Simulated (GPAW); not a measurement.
# Li/Ti(0001): work function by functional and basis

Wanted: work functions and dipole of Li/Ti(0001), with the cost of each level.

Main program and level: GPAW 26.7.0; GPAW, PAW setups; slab in vacuum, relaxation, in the first sound run; inputs show where later runs differ.

**1. Set-up**

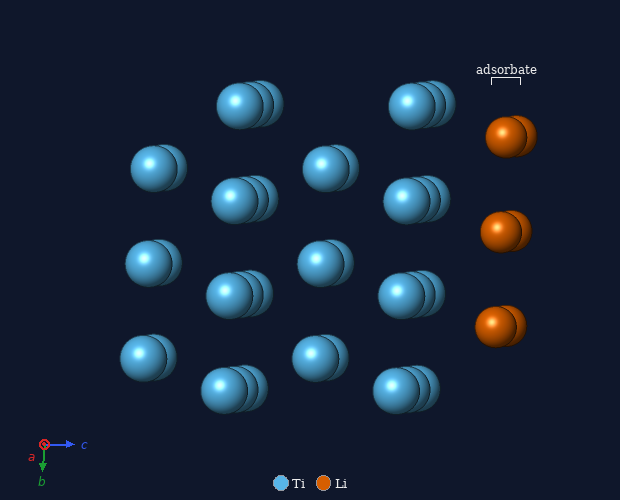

The starting structure, seen from the side, with the c axis across the page (titanium blue, lithium orange). 2×3×1 cells are drawn. Some periodic images of atoms are drawn too.

The cell holds 5 atoms: 4 Ti and 1 Li. Its edges and angles: a = 2.950 Å, b = 2.950 Å, c = 25.456 Å, α = 90.0°, β = 90.0°, γ = 60.0°. Vacuum lies along c.

**2. Relaxation**

The atoms are relaxed first, since the surface dipole, and with it the work function, follows the positions of the outer layers. The lowest 2 atoms are held at bulk positions and keep their forces.

Contents of run.py:

```python
import json
import numpy as np
from ase import Atoms
from ase.constraints import FixAtoms
from ase.optimize import BFGS
from gpaw import GPAW, PW

slab = Atoms(
    ['Ti', 'Ti', 'Ti', 'Ti', 'Li'],
    positions=[
        [2.95000, 1.70318, 8.00000],
        [0.00000, 0.00000, 10.34230],
        [2.95000, 1.70318, 12.68460],
        [0.00000, 0.00000, 15.02690],
        [1.47500, 0.85159, 17.45562]],
    cell=[[2.95, 0.0, 0.0], [1.475, 2.55477, 0.0], [0.0, 0.0, 25.45562]],
    pbc=[True, True, False])

slab.calc = GPAW(mode=PW(400), xc='PBE', kpts={'size': (12, 12, 1), 'gamma': True},
                 occupations={'name': 'fermi-dirac', 'width': 0.1}, nbands='300%',
                 convergence={'density': 1e-05}, maxiter=200,
                 poissonsolver={'dipolelayer': 'xy'},
                 symmetry={'tolerance': 1e-3, 'extra_ids': [1, 1, 0, 0, 0]}, txt='slab.txt')
result = {}
slab.set_constraint(FixAtoms([0, 1]))
path = []
opt = BFGS(slab, maxstep=0.2)
opt.attach(lambda: path.append((slab.get_potential_energy(), slab.positions.tolist(), slab.get_forces().tolist())))
result['relaxed'] = bool(opt.run(fmax=0.03, steps=40))
result['path'] = path
energy = slab.get_potential_energy()
fermi = slab.calc.get_fermi_level()
v = slab.calc.get_electrostatic_potential().mean((0, 1)) - fermi
n = slab.calc.get_pseudo_density().mean((0, 1))
L = slab.cell[2, 2]
z = np.arange(len(v)) * L / len(v)
low, high = slab.positions[:, 2].min(), slab.positions[:, 2].max()
below, above = np.interp([low - 5.8, high + 5.8], z, v)
slopes = [np.interp(x, z, np.gradient(v, z)) for x in (low - 5.8, high + 5.8)]
eps = np.array([[slab.calc.get_eigenvalues(k, s) for k in range(len(slab.calc.get_ibz_k_points()))]
                for s in range(slab.calc.get_number_of_spins())]) - fermi
top, bottom = eps[eps < 0].max(), eps[eps > 0].min()
dipole = slab.get_dipole_moment()[2]
print(f'energy {energy:.4f} eV, Fermi level {fermi:.4f} eV, dipole {dipole:.5f} e A')
print(f'potential 5.8 A off the faces, from the Fermi level: lower {below:.4f} eV, upper {above:.4f} eV')
print(f'slope of the potential there: lower {slopes[0]:.5f}, upper {slopes[1]:.5f} eV/A')
print(f'nearest levels on the mesh: {top:.4f} and {bottom:.4f} eV')
print('magnetic moment', round(slab.get_magnetic_moment(), 3))
result.update(energy=energy, fermi=fermi, dipole=dipole, below=below, above=above, slopes=slopes, edges=[top, bottom],
              z=z.tolist(), v=v.tolist(), n=n.tolist(), positions=slab.positions.tolist(),
              forces=slab.get_forces(apply_constraint=False).tolist(), moments=slab.get_magnetic_moments().tolist())
json.dump(result, open('result.json', 'w'))
```

Launch:

```
OMP_NUM_THREADS=1 OPENBLAS_NUM_THREADS=1 python run.py
```

Output:

```text
Step          Energy          fmax
BFGS:    0      -26.931715        0.323197
BFGS:    1      -26.934282        0.299283
BFGS:    2      -26.946258        0.075804
BFGS:    3      -26.946921        0.047906
BFGS:    4      -26.946974        0.048148
BFGS:    5      -26.947061        0.046763
BFGS:    6      -26.947249        0.040229
BFGS:    7      -26.947522        0.049544
BFGS:    8      -26.947754        0.046359
BFGS:    9      -26.947841        0.031237
BFGS:   10      -26.947877        0.030472
BFGS:   11      -26.947923        0.037379
BFGS:   12      -26.948011        0.041297
BFGS:   13      -26.948166        0.036627
BFGS:   14      -26.948294        0.022587
energy -26.8204 eV, Fermi level 1.1971 eV, dipole 0.04818 e A
potential 5.8 A off the faces, from the Fermi level: lower 4.4175 eV, upper 3.2531 eV
slope of the potential there: lower -0.00034, upper 0.00063 eV/A
nearest levels on the mesh: -0.0000 and 0.0242 eV
magnetic moment 0.0
```

Elapsed: 28 min, on 1 thread of Arm Neoverse V2, shared host; peak memory 0.26 GiB.

Relaxation path:

| step | energy less that of the first step (eV) | largest force (eV/Å) |
| --- | --- | --- |
| 1 | 0.0000 | 0.3232 |
| 2 | -0.0029 | 0.2993 |
| 3 | -0.0187 | 0.0758 |
| 4 | -0.0186 | 0.0479 |
| 5 | -0.0187 | 0.0481 |
| 6 | -0.0190 | 0.0468 |
| 7 | -0.0194 | 0.0402 |
| 8 | -0.0200 | 0.0495 |
| 9 | -0.0203 | 0.0464 |
| 10 | -0.0203 | 0.0312 |
| 11 | -0.0203 | 0.0305 |
| 12 | -0.0202 | 0.0374 |
| 13 | -0.0202 | 0.0413 |
| 14 | -0.0204 | 0.0366 |
| 15 | -0.0206 | 0.0226 |

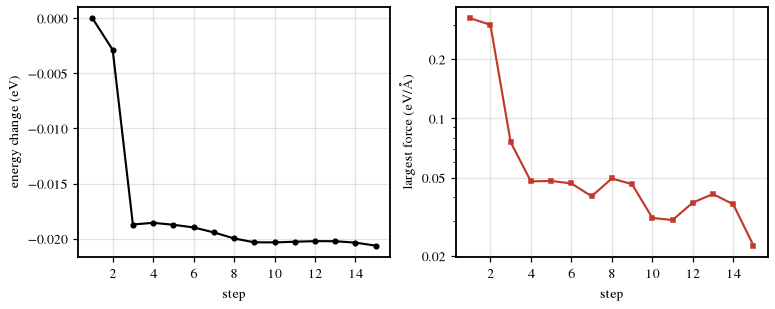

Energy and largest force along the relaxation.

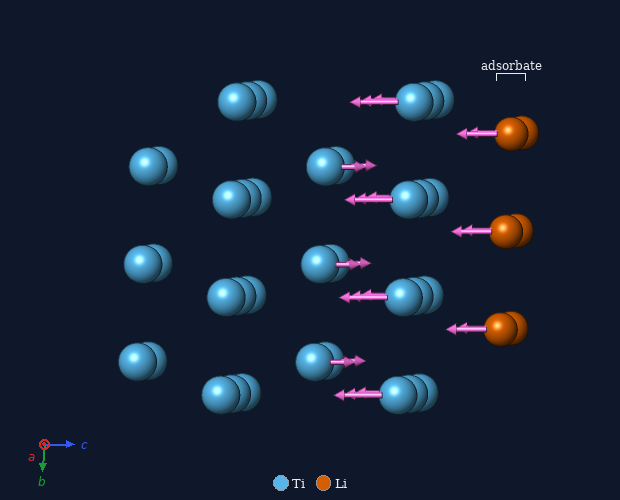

Displacements in the relaxation, exaggerated; the longest in the cell stands for 0.06 Å. 2×3×1 cells are drawn. Some periodic images of atoms are drawn too.

The atoms that moved most (Å):

| atom | dx | dy | dz | length |
| --- | --- | --- | --- | --- |
| Ti4 | 0.000 | 0.000 | -0.063 | 0.063 |
| Li5 | 0.000 | 0.000 | -0.053 | 0.053 |
| Ti3 | 0.000 | 0.000 | 0.033 | 0.033 |

The relaxed structure:

```xyz
5
Lattice="2.9500 0.0000 0.0000 1.4750 2.5548 0.0000 0.0000 0.0000 25.4556" Properties=species:S:1:pos:R:3
Ti    2.9500    1.7032    8.0000
Ti    0.0000    0.0000   10.3423
Ti    2.9500    1.7032   12.7175
Ti    0.0000    0.0000   14.9638
Li    1.4750    0.8516   17.4023
```

Numbers from this step:

```yaml
dipole_along_the_normal: 0.04818 e·Å
levels_nearest_the_fermi_level_on_the_mesh: -2.11e-5, 0.02417 eV from the Fermi level
upper_work_function: 3.253 eV
lower_work_function: 4.418 eV
```

The electrostatic potential energy of an electron (without an applied field's), less the Fermi level, planar mean oscillates, so the rows of the table below give means over windows of 2.44 Å about each position, cut where the curve ends. Its maxima inside the range that stand out by 2 % of the span (Å: eV): 0.5: 4.42, 9.1: -0.225, 11.6: -0.208, 13.8: -0.937, 16.4: 1.42. Its minima: 8.0: -19.6, 10.4: -19.3, 12.7: -19.4, 15.0: -19.5, 17.4: -3.92.

Electrostatic potential energy of an electron (without an applied field's), less the Fermi level, planar mean against z; means over each step:

| z (Å) | electrostatic potential energy of an electron (without an applied field's), less the Fermi level, planar mean (eV) |
| --- | --- |
| 1.22 | 4.37 |
| 3.66 | 4.41 |
| 6.10 | 2.45 |
| 8.54 | -8.27 |
| 10.98 | -8.16 |
| 13.42 | -8.93 |
| 15.86 | -6.09 |
| 18.30 | -0.148 |
| 20.74 | 3.17 |
| 23.18 | 3.25 |

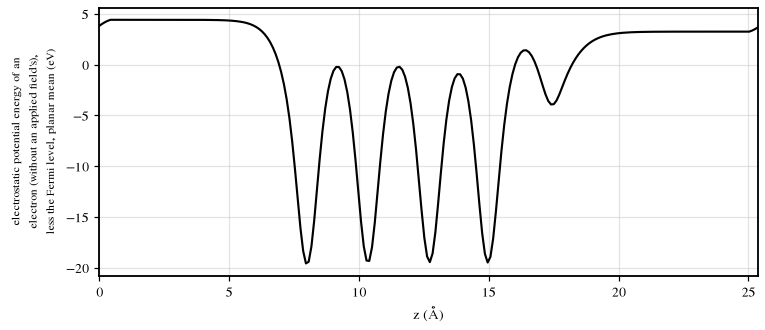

Electrostatic potential energy of an electron (without an applied field's), less the Fermi level, planar mean against z.

The pseudo valence density, planar mean oscillates, so the rows of the table below give means over windows of 2.33 Å about each position, cut where the curve ends. Its maxima inside the range that stand out by 2 % of the span (Å: e/Å³): 8.1: 1.60, 10.4: 1.60, 12.7: 1.62, 15.1: 1.56. Its minima: 9.1: 0.192, 11.5: 0.184, 13.8: 0.209.

The pseudo valence density, planar mean by z; means over each step:

| z (Å) | pseudo valence density, planar mean (e/Å³) |
| --- | --- |
| 1.17 | 0 |
| 3.50 | 1.8e-4 |
| 5.83 | 0.0240 |
| 8.16 | 0.672 |
| 10.48 | 0.680 |
| 12.82 | 0.687 |
| 15.14 | 0.666 |
| 17.48 | 0.0544 |
| 19.80 | 0.00627 |
| 22.13 | 1.1e-4 |

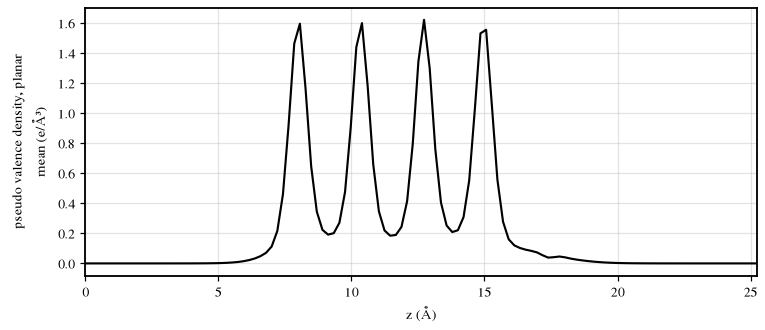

Pseudo valence density, planar mean against z.

The relaxation lowered the energy of the cell by 0.0206 eV (energies extrapolated to zero smearing; the optimiser's log prints free energies). The largest force left on a free atom is 0.023 eV/Å.

**3. The slab's potential**

With the geometry fixed, the planar mean of the potential gives the vacuum level on each side.

This step: GPAW, PAW setups; slab in vacuum (GPAW 26.7.0).

Changes to run.py since step 2:

```diff
@@ -3,4 +3,2 @@
 from ase import Atoms
-from ase.constraints import FixAtoms
-from ase.optimize import BFGS
 from gpaw import GPAW, PW
@@ -12,5 +10,5 @@
         [0.00000, 0.00000, 10.34230],
-        [2.95000, 1.70318, 12.68460],
-        [0.00000, 0.00000, 15.02690],
-        [1.47500, 0.85159, 17.45562]],
+        [2.95000, 1.70318, 12.71755],
+        [-0.00000, 0.00000, 14.96383],
+        [1.47500, 0.85159, 17.40227]],
     cell=[[2.95, 0.0, 0.0], [1.475, 2.55477, 0.0], [0.0, 0.0, 25.45562]],
@@ -22,10 +20,4 @@
                  poissonsolver={'dipolelayer': 'xy'},
-                 symmetry={'tolerance': 1e-3, 'extra_ids': [1, 1, 0, 0, 0]}, txt='slab.txt')
+                 symmetry={'tolerance': 1e-3}, txt='slab.txt')
 result = {}
-slab.set_constraint(FixAtoms([0, 1]))
-path = []
-opt = BFGS(slab, maxstep=0.2)
-opt.attach(lambda: path.append((slab.get_potential_energy(), slab.positions.tolist(), slab.get_forces().tolist())))
-result['relaxed'] = bool(opt.run(fmax=0.03, steps=40))
-result['path'] = path
 energy = slab.get_potential_energy()
```

Output:

```text
energy -26.8204 eV, Fermi level 1.1970 eV, dipole 0.04845 e A
potential 5.8 A off the faces, from the Fermi level: lower 4.4177 eV, upper 3.2531 eV
slope of the potential there: lower -0.00039, upper 0.00067 eV/A
nearest levels on the mesh: -0.0000 and 0.0241 eV
magnetic moment 0.0
```

It took 3.7 min on 1 thread; peak memory 0.26 GiB.

This step gave:

| Property | Result |
| --- | --- |
| dipole along the normal | 0.04845 e·Å |
| levels nearest the Fermi level on the mesh | -1.48e-5, 0.02415 eV from the Fermi level |

The electrostatic potential energy of an electron (without an applied field's), less the Fermi level, planar mean oscillates, so the rows of the table below give means over windows of 2.44 Å about each position, cut where the curve ends. Its maxima inside the range that stand out by 2 % of the span (Å: eV): 0.5: 4.42, 9.1: -0.225, 11.6: -0.208, 13.8: -0.937, 16.4: 1.42. Its minima: 8.0: -19.6, 10.4: -19.3, 12.7: -19.4, 15.0: -19.5, 17.4: -3.92.

The electrostatic potential energy of an electron (without an applied field's), less the Fermi level, planar mean by z; means over each step:

(Unchanged from step 2.)

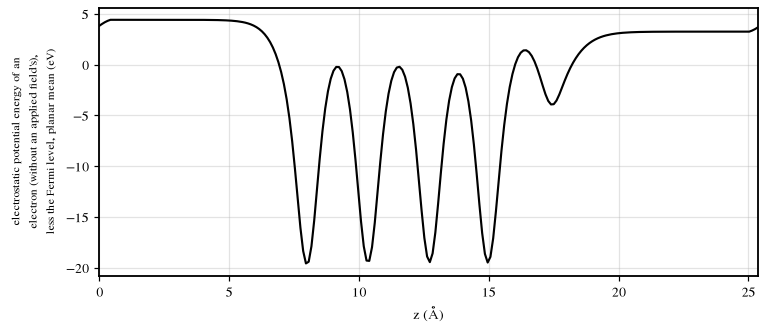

Electrostatic potential energy of an electron (without an applied field's), less the Fermi level, planar mean against z.

The pseudo valence density, planar mean oscillates, so the rows of the table below give means over windows of 2.33 Å about each position, cut where the curve ends. Its maxima inside the range that stand out by 2 % of the span (Å: e/Å³): 8.1: 1.60, 10.4: 1.60, 12.7: 1.62, 15.1: 1.56. Its minima: 9.1: 0.192, 11.5: 0.184, 13.8: 0.209.

The pseudo valence density, planar mean by z; means over each step:

| z (Å) | pseudo valence density, planar mean (e/Å³) |
| --- | --- |
| 1.17 | 0 |
| 3.50 | 1.8e-4 |
| 5.83 | 0.0240 |
| 8.16 | 0.672 |
| 10.48 | 0.680 |
| 12.82 | 0.687 |
| 15.14 | 0.666 |
| 17.48 | 0.0544 |
| 19.80 | 0.00627 |
| 22.13 | 1.1e-4 |

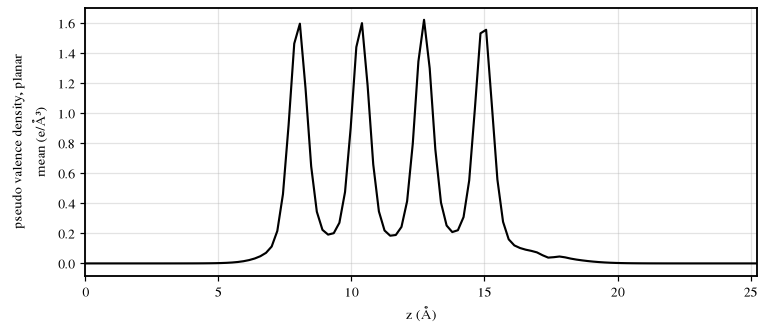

Pseudo valence density, planar mean, plotted against z.

Force by atom:

| atom | x (eV/Å) | y (eV/Å) | z (eV/Å) | size |
| --- | --- | --- | --- | --- |
| Ti1 | 0.000 | 0.000 | 0.556 | 0.556 |
| Ti2 | 0.000 | 0.000 | -0.556 | 0.556 |
| Ti3 | 0.000 | 0.000 | 0.021 | 0.021 |
| Ti4 | 0.000 | 0.000 | -0.022 | 0.022 |
| Li5 | 0.000 | 0.000 | -0.001 | 0.001 |

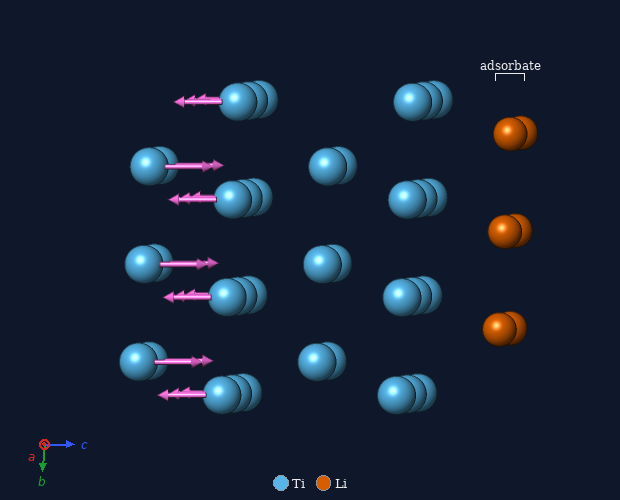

Force as arrows, the longest 0.556 eV/Å. 2×3×1 cells are drawn. Some periodic images of atoms are drawn too.

The potential is flat to 6.7e-4 eV/Å where it is read, so the vacuum is wide enough.

**4. Self-consistent run: xc = "RPBE"**

The same geometry under RPBE, to see how far the functional moves the levels against the vacuum.

Changes to run.py since step 3:

```diff
@@ -16,3 +16,3 @@
 
-slab.calc = GPAW(mode=PW(400), xc='PBE', kpts={'size': (12, 12, 1), 'gamma': True},
+slab.calc = GPAW(mode=PW(400), xc='RPBE', kpts={'size': (12, 12, 1), 'gamma': True},
                  occupations={'name': 'fermi-dirac', 'width': 0.1}, nbands='300%',
```

Output:

```text
energy -25.2159 eV, Fermi level 1.2906 eV, dipole 0.04643 e A
potential 5.8 A off the faces, from the Fermi level: lower 4.3077 eV, upper 3.1917 eV
slope of the potential there: lower -0.00043, upper 0.00075 eV/A
nearest levels on the mesh: -0.0122 and 0.0016 eV
magnetic moment 0.0
```

Run time: 4.1 min. Hardware: 1 thread; peak memory 0.26 GiB.

Numbers from this step:

| Item | Value |
| --- | --- |
| dipole along the normal | 0.04643 e·Å |
| levels nearest the Fermi level on the mesh | -0.01220, 0.001637 eV from the Fermi level |
| upper work function | 3.192 eV |
| lower work function | 4.308 eV |

The electrostatic potential energy of an electron (without an applied field's), less the Fermi level, planar mean oscillates, so the rows of the table below give means over windows of 2.44 Å about each position, cut where the curve ends. Its maxima inside the range that stand out by 2 % of the span (Å: eV): 0.5: 4.31, 9.1: -0.331, 11.6: -0.319, 13.8: -1.04, 16.4: 1.32. Its minima: 8.0: -19.7, 10.4: -19.4, 12.7: -19.6, 15.0: -19.6, 17.4: -3.98.

The electrostatic potential energy of an electron (without an applied field's), less the Fermi level, planar mean by z; means over each step:

| z (Å) | electrostatic potential energy of an electron (without an applied field's), less the Fermi level, planar mean (eV) |
| --- | --- |
| 1.22 | 4.27 |
| 3.66 | 4.30 |
| 6.10 | 2.34 |
| 8.54 | -8.38 |
| 10.98 | -8.28 |
| 13.42 | -9.04 |
| 15.86 | -6.19 |
| 18.30 | -0.205 |
| 20.74 | 3.11 |
| 23.18 | 3.19 |

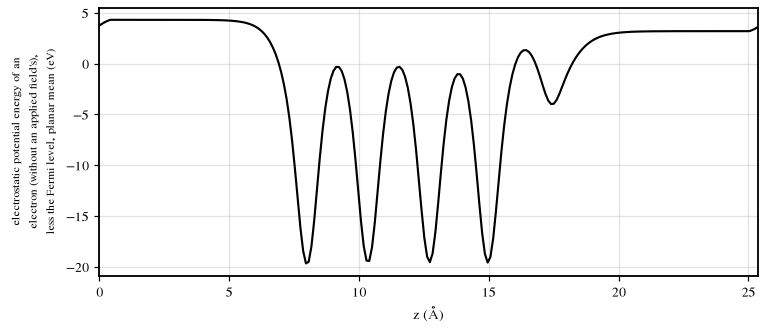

Electrostatic potential energy of an electron (without an applied field's), less the Fermi level, planar mean, plotted against z.

The pseudo valence density, planar mean oscillates, so the rows of the table below give means over windows of 2.33 Å about each position, cut where the curve ends. Its maxima inside the range that stand out by 2 % of the span (Å: e/Å³): 8.1: 1.60, 10.4: 1.60, 12.7: 1.62, 15.1: 1.56. Its minima: 9.1: 0.192, 11.5: 0.185, 13.8: 0.209.

The pseudo valence density, planar mean by z; means over each step:

| z (Å) | pseudo valence density, planar mean (e/Å³) |
| --- | --- |
| 1.17 | 0 |
| 3.50 | 1.9e-4 |
| 5.83 | 0.0240 |
| 8.16 | 0.672 |
| 10.48 | 0.680 |
| 12.82 | 0.687 |
| 15.14 | 0.666 |
| 17.48 | 0.0545 |
| 19.80 | 0.00627 |
| 22.13 | 1.2e-4 |

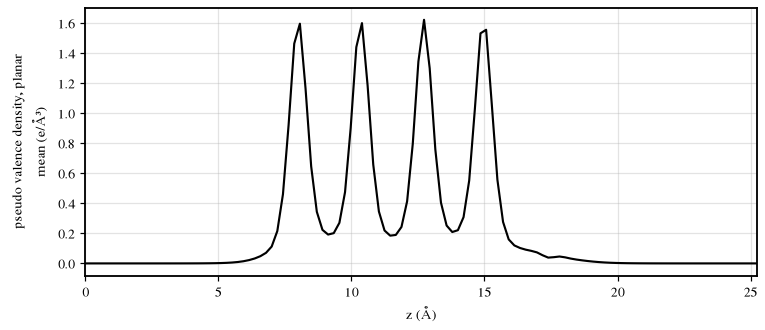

Pseudo valence density, planar mean against z.

Force by atom:

| atom | x (eV/Å) | y (eV/Å) | z (eV/Å) | size |
| --- | --- | --- | --- | --- |
| Ti1 | 0.000 | 0.000 | 0.404 | 0.404 |
| Ti2 | 0.000 | 0.000 | -0.552 | 0.552 |
| Ti3 | 0.000 | 0.000 | 0.009 | 0.009 |
| Ti4 | 0.000 | 0.000 | 0.069 | 0.069 |
| Li5 | 0.000 | 0.000 | 0.067 | 0.067 |

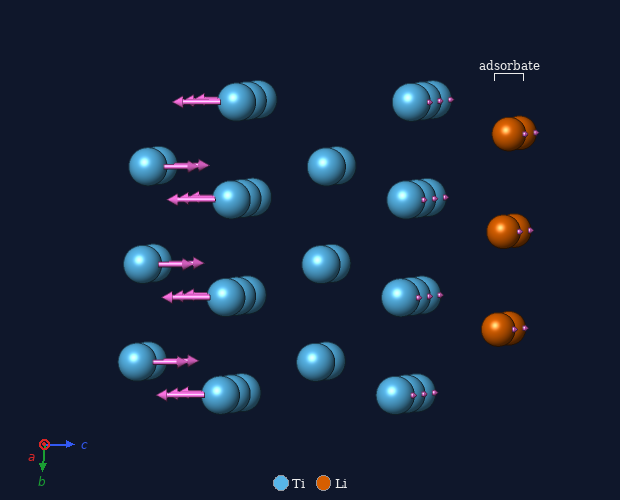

Force as arrows, the longest 0.552 eV/Å. 2×3×1 cells are drawn. Some periodic images of atoms are drawn too.

The upper face's work function is 3.192 eV, against 3.253 eV in the first plane-wave PBE run at this geometry.

**5. Self-consistent run: xc = "revPBE"**

The same geometry under revPBE, to see how far the functional moves the levels against the vacuum.

Changes to run.py since step 4:

```diff
@@ -16,3 +16,3 @@
 
-slab.calc = GPAW(mode=PW(400), xc='RPBE', kpts={'size': (12, 12, 1), 'gamma': True},
+slab.calc = GPAW(mode=PW(400), xc='revPBE', kpts={'size': (12, 12, 1), 'gamma': True},
                  occupations={'name': 'fermi-dirac', 'width': 0.1}, nbands='300%',
```

Output:

```text
energy -25.4763 eV, Fermi level 1.2770 eV, dipole 0.04689 e A
potential 5.8 A off the faces, from the Fermi level: lower 4.3176 eV, upper 3.1905 eV
slope of the potential there: lower -0.00040, upper 0.00074 eV/A
nearest levels on the mesh: -0.0124 and 0.0013 eV
magnetic moment 0.0
```

Elapsed: 4 min, on 1 thread; peak memory 0.26 GiB.

This step gave:

* dipole along the normal: 0.04689 e·Å
* levels nearest the Fermi level on the mesh: -0.01236, 0.001266 eV from the Fermi level
* upper work function: 3.190 eV
* lower work function: 4.318 eV

The upper face's work function is 3.190 eV, against 3.253 eV in the first plane-wave PBE run at this geometry.

(Continued in part 2 of 2.)

[Logs are printed without paths, hosts, clocks, repeated set-up lines and the standing remarks that a program may print on its own settings, such as how far it seeks lower states.]

[Hosts, paths, dates, database ids (printed as entryN), source tags and the programs' standing remarks are cut or masked in the printed files.]
